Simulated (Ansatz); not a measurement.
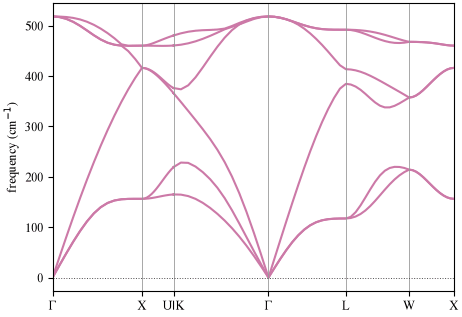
Phonon dispersion of Si (diamond, Fd-3m), r²SCAN in the plane-wave PAW code Ansatz; imaginary frequencies are drawn negative

Task: Is this phase dynamically stable?

Result: Yes, on this path no branch is imaginary.

Task: How high does the spectrum reach?

Result: About 520 cm⁻¹ (15.5 THz).

Symmetry was held in the r²SCAN relaxation.

Potentials: the later of the program's two PAW sets.
